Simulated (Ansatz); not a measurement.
```xyz
13

C    -1.4147    0.0291    1.6319
O    -0.4376   -0.9322    1.1327
Si    1.0366   -0.3078    0.5916
Si    0.9430    0.0682   -1.7333
O    -0.4514    0.9088   -2.1245
H    -1.6828    0.7175    0.8421
H    -1.0489    0.5744    2.5033
H    -2.3062   -0.5294    1.9068
H     2.1103   -1.3731    0.8704
H     1.3681    0.9491    1.2553
H     0.8643   -1.2392   -2.4702
H     2.1616    0.7797   -2.1834
H    -1.2571    0.3936   -2.2576
```

The fields and orbitals are those of the mean-field reference, not of the correlated method.

Level of theory: SCF B2PLYP, Gaussian basis (Ansatz 0.2.0).

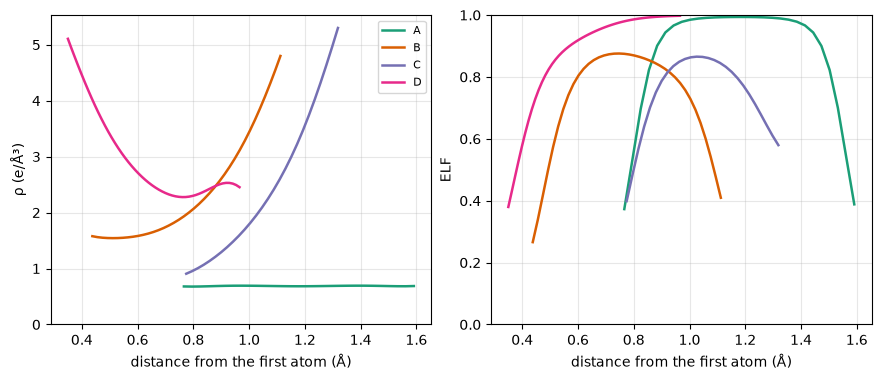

CH₈O₂Si₂ (SMILES CO[SiH2][SiH2]O). Electron density and electron localisation function along straight lines between neighbouring atoms. The curves leave out the atomic cores.

**Which curve belongs to which contact (C–O, O–H, Si–O and Si–Si)? The first atom named is at distance zero.**

Curve A: Si–Si (2.36 Å): ρ at the midpoint is about 0.68 e/Å³; the ELF peaks at about 1 between the atoms: a covalent bond. Curve B: C–O (1.46 Å): ρ is about 1.8 e/Å³ halfway, with its minimum of 1.5 e/Å³ about 0.5 Å from C; the ELF peaks at about 0.90 between the atoms; a polar covalent bond. Curve C: Si–O (1.67 Å): ρ at the midpoint is about 1.1 e/Å³; the ELF peaks at about 0.85 between the atoms; a polar covalent bond. Curve D: O–H (0.97 Å): the density is about 3.6 e/Å³ at the midpoint; the ELF climbs to about 1 towards the hydrogen, as it does in any bond to H; an ordinary covalent bond to hydrogen.
